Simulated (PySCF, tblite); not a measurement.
# C₄H₈O: changes of charge, electronic excitations, EPR parameters, part 3 of 3

tblite 0.8.0 and PySCF 2.14.0. Atoms count from 0. Earlier steps stand in the parts before.

## 15. Single point (C₄H₈O+ (doublet), [CH2][C+](C)CO): wB97X-D3(BJ)/ma-def2-TZVP in acetonitrile

Geometry: PBE0-D3(BJ)/def2-SVP.

Job settings and geometry (Å):

```
{"job": {"kind": "sp", "xc": "wB97X", "basis": "ma-def2-TZVP", "d3": "d3bj", "grid": 2, "solvent": "acetonitrile"}, "charge": 1, "multiplicity": 2}
C     -0.074156     1.733405    -0.307798
C     -0.155103     0.363547    -0.010517
C     -1.331364    -0.255737     0.586459
C      1.004194    -0.487564    -0.320493
O      0.789212    -1.790617     0.013438
H      0.824982     2.167333    -0.758250
H     -0.914467     2.400156    -0.093701
H     -2.151736     0.438506     0.796782
H     -1.022507    -0.806581     1.498301
H     -1.664387    -1.085677    -0.070814
H      1.245712    -0.328158    -1.403780
H      1.889264    -0.025160     0.190433
H      1.558510    -2.339570    -0.189128
```

What it wrote:

```text
final grid: 99016 points
cycle   1  E = -232.3901524897  dE = -1.047e-03  |g| = 1.582e-02  |ddm| = 2.032e-01
cycle   2  E = -232.3902447663  dE = -9.228e-05  |g| = 1.442e-02  |ddm| = 5.511e-02
cycle   3  E = -232.3903219639  dE = -7.720e-05  |g| = 2.624e-03  |ddm| = 1.076e-02
cycle   4  E = -232.3903330086  dE = -1.104e-05  |g| = 1.180e-03  |ddm| = 1.128e-02
cycle   5  E = -232.3903360137  dE = -3.005e-06  |g| = 5.722e-04  |ddm| = 3.651e-03
cycle   6  E = -232.3903371900  dE = -1.176e-06  |g| = 3.204e-04  |ddm| = 1.533e-03
cycle   7  E = -232.3903376586  dE = -4.686e-07  |g| = 1.195e-04  |ddm| = 1.296e-03
cycle   8  E = -232.3903377139  dE = -5.537e-08  |g| = 5.484e-05  |ddm| = 4.159e-04
cycle   9  E = -232.3903377252  dE = -1.122e-08  |g| = 2.279e-05  |ddm| = 2.149e-04
cycle  10  E = -232.3903377276  dE = -2.461e-09  |g| = 1.240e-05  |ddm| = 9.495e-05
converged SCF energy = -232.3903377276
```

Wall time 14 s (1 thread of AMD EPYC 9R14, shared host); peak memory 0.8 GiB.

## 16. Changes of charge: wB97X-D3(BJ)/ma-def2-TZVP

This step combines the energies above: geometries from PBE0-D3(BJ)/def2-SVP, zero-point and thermal terms from PBE0-D3(BJ)/def2-SVP.

Job settings and geometry (Å):

```
{"job": {"kind": "rx", "dirs": [1], "geom": {"xc": "PBE0", "basis": "def2-SVP", "d3": "d3bj", "grid": 1}, "hess": 1, "level": {"xc": "wB97X", "basis": "ma-def2-TZVP", "d3": "d3bj", "solvents": ["acetonitrile"]}}, "charge": 0, "multiplicity": 1}
C      0.012244     1.648805     0.010125
C     -0.135367     0.322981    -0.091826
C     -1.391828    -0.399204     0.284831
C      0.991985    -0.547494    -0.584327
O      1.349029    -1.544557     0.340681
H      0.951304     2.137509    -0.268940
H     -0.798805     2.292069     0.364890
H     -2.137173     0.272803     0.732366
H     -1.164141    -1.210192     0.994019
H     -1.842564    -0.879593    -0.600844
H      0.672267    -1.083054    -1.495038
H      1.855457     0.085045    -0.869189
H      1.631050    -1.099183     1.147183
```

Output (the driver's rows laid out field by field):

```text
ionisation and electron attachment, wB97X-D3(BJ)/ma-def2-TZVP // PBE0-D3(BJ)/def2-SVP

row 1
  change                  oxidation
  charge                  1
  multiplicity            2
  vertical_ev             9.67
  vertical_s2             0.753
  formula                 C4H8O
  smiles                  [CH2][C+](C)CO
  kept                    yes
  pieces                  1
  point_group             Cs
  adiabatic_electronic_ev 9.037
  adiabatic_ev            8.9257
  free_energy_ev          8.9038
  s2                      0.755
  bonds_moved             0 1 1.338 1.404; 3 4 1.406 1.362; 1 2 1.497 1.457; 1 3 1.507 1.471
  spin_on                 0 C 0.649; 1 C 0.177
  charge_moved            0 C 0.23; 1 C 0.218; 9 H 0.081
  vertical_back_ev        8.5498
  relaxation_parent_ev    0.4872
  relaxation_ion_ev       0.633
  reorganisation_ev       1.1202
  solution                solvent acetonitrile, absolute_potential_v 6.5352, solvation_parent_kj -20.41, solvation_ion_kj -248.95
```

It took 9.2 min on 1 thread of AMD EPYC 9R14, shared host; peak memory 0.8 GiB.

Energy taken up on oxidation, or given off on reduction (eV; adiabatic with zero-point energy):

| change | product | vertical | adiabatic | free energy | reorganisation | ⟨S²⟩ |
| --- | --- | --- | --- | --- | --- | --- |
| oxidation (multiplicity 2) | [CH2][C+](C)CO | 9.67 | 8.93 | 8.90 | 1.12 | 0.76 |

On oxidation to multiplicity 2 charge changes most on C0 (+0.23 e), C1 (+0.22 e), H9 (+0.08 e); the spin sits on C0 (0.65), C1 (0.18); the bond C0–C1 goes from 1.338 to 1.404 Å; the absolute potential is 6.54 V in acetonitrile.

## 17. Electronic excitations: TDDFT PBE0/def2-SVPD

Settings changed since step 16:

```diff
@@ -1,2 +1,2 @@
-{"job": {"kind": "rx", "dirs": [1], "geom": {"xc": "PBE0", "basis": "def2-SVP", "d3": "d3bj", "grid": 1}, "hess": 1, "level": {"xc": "wB97X", "basis": "ma-def2-TZVP", "d3": "d3bj", "solvents": ["acetonitrile"]}}, "charge": 0, "multiplicity": 1}
+{"job": {"kind": "uv", "xc": "PBE0", "basis": "def2-SVPD", "nstates": 6, "ntriplets": 0}, "charge": 0, "multiplicity": 1}
 C      0.012244     1.648805     0.010125
```

Level: TDDFT PBE0/def2-SVPD, vertical, gas phase, core orbitals frozen in the response.

What it wrote:

```text
coarse grid: 10392 points
cycle   1  E = -231.8948141832  dE =  3.973e-01  |g| = 5.907e-01  |ddm| = 5.197e+00
cycle   2  E = -231.8304343906  dE =  6.438e-02  |g| = 8.397e-01  |ddm| = 1.618e+00
cycle   3  E = -231.9670870409  dE = -1.367e-01  |g| = 8.538e-02  |ddm| = 8.310e-01
cycle   4  E = -231.9685408086  dE = -1.454e-03  |g| = 2.778e-02  |ddm| = 1.670e-01
cycle   5  E = -231.9687383822  dE = -1.976e-04  |g| = 5.770e-03  |ddm| = 5.376e-02
cycle   6  E = -231.9687442075  dE = -5.825e-06  |g| = 3.305e-03  |ddm| = 1.333e-02
cycle   7  E = -231.9687470241  dE = -2.817e-06  |g| = 4.307e-04  |ddm| = 5.156e-03
final grid: 99016 points
cycle   8  E = -232.0086345323  dE = -2.681e-05  |g| = 8.522e-03  |ddm| = 1.143e-01
cycle   9  E = -232.0086219604  dE =  1.257e-05  |g| = 1.163e-02  |ddm| = 2.747e-02
cycle  10  E = -232.0086512472  dE = -2.929e-05  |g| = 1.308e-03  |ddm| = 1.462e-02
cycle  11  E = -232.0086516271  dE = -3.798e-07  |g| = 1.395e-04  |ddm| = 1.563e-03
cycle  12  E = -232.0086516287  dE = -1.640e-09  |g| = 1.202e-04  |ddm| = 4.315e-04
cycle  13  E = -232.0086516323  dE = -3.614e-09  |g| = 1.429e-05  |ddm| = 1.790e-04
cycle  14  E = -232.0086516324  dE = -4.871e-11  |g| = 2.604e-06  |ddm| = 4.976e-05
converged SCF energy = -232.0086516324

Static polarisability (au): isotropic 56.306, principal 46.397 55.701 66.820

Singlet excitations
state   eV       nm        f      main configurations
  1   6.6581    186.2   0.02917   H-1->L 0.85, H->L 0.12
  2   6.8348    181.4   0.05283   H->L+1 0.70, H->L 0.20
  3   7.2176    171.8   0.28865   H->L 0.57, H->L+1 0.21, H-1->L+1 0.11
  4   7.3711    168.2   0.04296   H-1->L+1 0.69, H->L+2 0.09
  5   7.6624    161.8   0.03032   H->L+2 0.88
  6   7.9244    156.5   0.01296   H->L+3 0.95
```

Wall time 9 s (1 thread of AMD EPYC 9R14, shared host); peak memory 0.69 GiB.

Frontier orbitals and where they lie:

| orbital | eV | atoms |
| --- | --- | --- |
| HOMO−3 | -10.28 | C2 24 %, C0 22 %, C1 17 % |
| HOMO−2 | -9.39 | O4 37 %, C3 22 %, H10 10 % |
| HOMO−1 | -8.11 | O4 56 %, C3 14 %, C1 9 % |
| HOMO | -7.44 | C0 38 %, C1 33 %, C2 7 % |
| LUMO | 0.04 | C0 31 %, C1 28 %, C3 7 % |
| LUMO+1 | 0.64 | C0 16 %, O4 14 %, C2 12 % |
| LUMO+2 | 1.32 | O4 29 %, H12 17 %, H10 8 % |

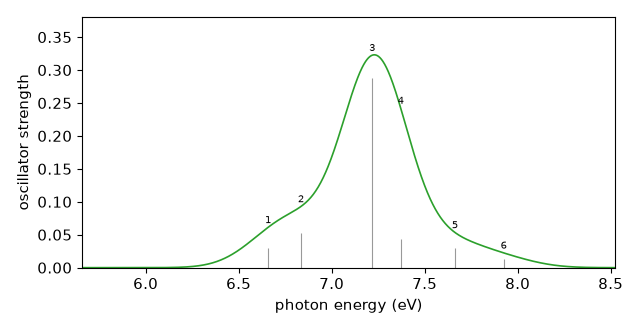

Absorption spectrum from the 6 singlet states computed; above the last one it falls off for lack of states. Lines are broadened to a width of 0.40 eV (Gaussian).

Further results of this job:

| property | computed |
| --- | --- |
| dipole moment (D) | 1.25 |
| polarisability (Å³) | 8.34 |
| HOMO–LUMO gap (eV) | 7.48 |
| −ε(HOMO) (eV) | 7.44 |

## 18. EPR parameters (C₄H₈O+ (doublet), [CH2][C+](C)CO): UKS B3LYP, pcH-1 on C H O

Job settings and geometry (Å):

```
{"job": {"kind": "epr", "basis": "pcH-1"}, "charge": 1, "multiplicity": 2}
C     -0.074156     1.733405    -0.307798
C     -0.155103     0.363547    -0.010517
C     -1.331364    -0.255737     0.586459
C      1.004194    -0.487564    -0.320493
O      0.789212    -1.790617     0.013438
H      0.824982     2.167333    -0.758250
H     -0.914467     2.400156    -0.093701
H     -2.151736     0.438506     0.796782
H     -1.022507    -0.806581     1.498301
H     -1.664387    -1.085677    -0.070814
H      1.245712    -0.328158    -1.403780
H      1.889264    -0.025160     0.190433
H      1.558510    -2.339570    -0.189128
```

Level: UKS B3LYP, pcH-1 on C H O, non-relativistic, mean-field spin-orbit, GIAO.

What it wrote:

```text
UKS, coarse grid
  cycle   1  E = -232.05331042  |g| = 4.67e-01
  cycle   2  E = -231.56787109  |g| = 1.10e+00
  cycle   3  E = -232.11203651  |g| = 1.98e-01
  cycle   4  E = -232.13218103  |g| = 6.38e-02
  cycle   5  E = -232.13387335  |g| = 1.79e-02
  cycle   6  E = -232.13403764  |g| = 7.06e-03
  cycle   7  E = -232.13406377  |g| = 2.62e-03
  cycle   8  E = -232.13407087  |g| = 1.54e-03
  cycle   9  E = -232.13407164  |g| = 4.34e-04
UKS, final grid
  cycle   1  E = -232.13403926  |g| = 6.86e-04
  cycle   2  E = -232.13403874  |g| = 1.32e-03
  cycle   3  E = -232.13403947  |g| = 1.58e-04
  cycle   4  E = -232.13403948  |g| = 5.48e-05
  cycle   5  E = -232.13403949  |g| = 2.37e-05
E = -232.13403949 Eh   <S^2> = 0.7548 (exact 0.7500)
g shifts (ppm)      1          2          3
  rmc          -157       -157       -157
  gc              3         28         26
  oz_so          -2       1067       2618
  total        -156        937       2487
hyperfine (MHz)  atom isotope    a_iso     a_fc   dipolar eigenvalues
    0   13C      46.81      46.81    -50.18    -49.36     99.54
    1   13C      -5.94      -5.94    -15.63    -11.58     27.21
    2   13C      -8.43      -8.43     -4.23     -2.39      6.62
    3   13C     -20.08     -20.08     -7.63     -4.10     11.74
    4   17O      -9.89      -9.89    -37.00     18.05     18.95
    5    1H     -40.08     -40.08    -21.67     -4.24     25.91
    6    1H     -41.12     -41.12    -22.70     -3.82     26.53
    7    1H      -2.05      -2.05     -3.00     -1.09      4.09
    8    1H      76.43      76.43     -4.26     -2.08      6.34
    9    1H      78.92      78.92     -4.24     -2.12      6.36
   10    1H     175.70     175.70     -7.11     -1.09      8.20
   11    1H     176.77     176.77     -7.13     -1.07      8.20
   12    1H      -8.81      -8.81     -7.74     -4.37     12.11
```

Run time: 18 s. Hardware: 1 thread of AMD EPYC 9R14, shared host; peak memory 0.63 GiB.

Principal g values 2.00216, 2.00326, 2.00481; g(iso) = 2.00341, against 2.00232 for a free electron.

Hyperfine couplings; where a row names several nuclei, a(iso) is their mean (it holds for fast rotation or exchange) and the dipolar term the largest among them:

| nuclei | isotope | a(iso) (MHz) | a(iso) (G, at g = 2.0023) | largest dipolar term (MHz) |
| --- | --- | --- | --- | --- |
| H10, H11 | 1H | 176.2 | 62.9 | 8.2 |
| H7, H8, H9 | 1H | 51.1 | 18.2 | 6.4 |
| C0 | 13C | 46.8 | 16.7 | 99.5 |
| H5, H6 | 1H | -40.6 | -14.5 | 26.5 |
| C3 | 13C | -20.1 | -7.2 | 11.7 |
| O4 | 17O | -9.9 | -3.5 | -37.0 |
| H12 | 1H | -8.8 | -3.1 | 12.1 |
| C2 | 13C | -8.4 | -3.0 | 6.6 |
| C1 | 13C | -5.9 | -2.1 | 27.2 |

Mulliken spin populations:

C0 0.62; C1 0.15; C2 0.00; C3 -0.01; O4 0.11; H5 -0.03; H6 -0.03; H7 0.00; H8 0.03; H9 0.03; H10 0.06; H11 0.06; H12 0.00

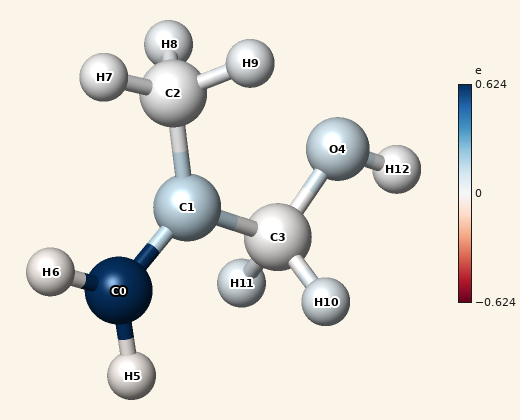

Mulliken spin populations, as colours on the atoms.

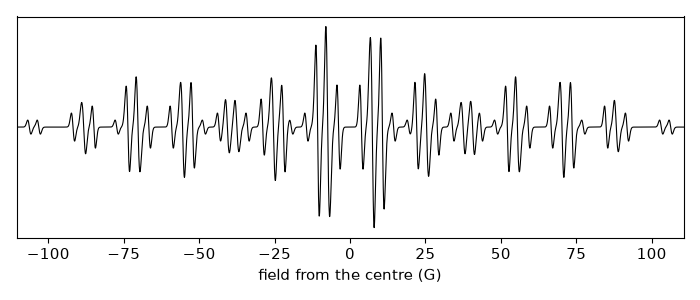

First-order isotropic spectrum (first derivative, main isotopes with spin only, couplings over 0.8 MHz, Gaussian width 0.5 G; couplings of the frozen geometry, rotation of groups not averaged beyond the rows shown).

## 19. Spectra of the species

Job settings and geometry (Å):

```
{"job": {"kind": "rx", "dirs": [1], "geom": {"xc": "PBE0", "basis": "def2-SVP", "d3": "d3bj", "grid": 1}, "hess": 1, "level": {"xc": "wB97X", "basis": "ma-def2-TZVP", "d3": "d3bj", "solvents": ["acetonitrile"]}, "spectra": true}, "charge": 0, "multiplicity": 1}
C      0.012244     1.648805     0.010125
C     -0.135367     0.322981    -0.091826
C     -1.391828    -0.399204     0.284831
C      0.991985    -0.547494    -0.584327
O      1.349029    -1.544557     0.340681
H      0.951304     2.137509    -0.268940
H     -0.798805     2.292069     0.364890
H     -2.137173     0.272803     0.732366
H     -1.164141    -1.210192     0.994019
H     -1.842564    -0.879593    -0.600844
H      0.672267    -1.083054    -1.495038
H      1.855457     0.085045    -0.869189
H      1.631050    -1.099183     1.147183
```

What it wrote:

```text
uv C=C(C)CO +0: TDDFT PBE0/def2-SVPD, vertical, gas phase, core orbitals frozen in the response
epr [CH2][C+](C)CO +1: UKS B3LYP, pcH-1 on C H O, non-relativistic, mean-field spin-orbit, GIAO
```

It took 27 s on 1 thread of AMD EPYC 9R14, shared host; peak memory 0.63 GiB.

This step only lists the spectra that were run on the species above.

## 20. Outcome

This closing draws on all 3 parts.

| quantity | value |
| --- | --- |
| strongest single infrared mode (GFN2-xTB) | 323 cm⁻¹, 106 km/mol |
| zero-point energy (GFN2-xTB) | 69.2 kcal/mol |
| point group | C1 |
| rotational constants (main isotopes) | 7.57, 3.97, 2.95 GHz |
| ionisation energy (wB97X-D3(BJ)/ma-def2-TZVP) | vertical 9.67 eV, adiabatic 8.93 eV |
| lowest singlet (PBE0/def2-SVPD) | 6.66 eV (186 nm), f = 0.029 |
| brightest single state of those computed | state 3, 7.22 eV, f = 0.289 |

No mode is imaginary among the 33: a minimum at this level. The strongest single mode, at 323 cm⁻¹, moves mainly H12. Unscaled tight-binding wavenumbers are off by several per cent, some by more. Its intensities can rank the bands wrongly. Over 8 steps the energy fell by 0.043 eV; of the close pairs, C0–H5 changed most, 1.077 to 1.095 Å (PBE0/def2-SVP). At wB97X-D3(BJ)/ma-def2-TZVP, relaxation with the zero-point term after oxidation moves the energy taken up from 9.67 eV (vertical) to 8.93 eV (adiabatic, with zero-point energy). The first singlet state (HOMO−1→LUMO 0.85, HOMO→LUMO 0.12) lies at 6.66 eV and is weak; of the 6 states computed, the strongest absorption comes from state 3 at 7.22 eV.
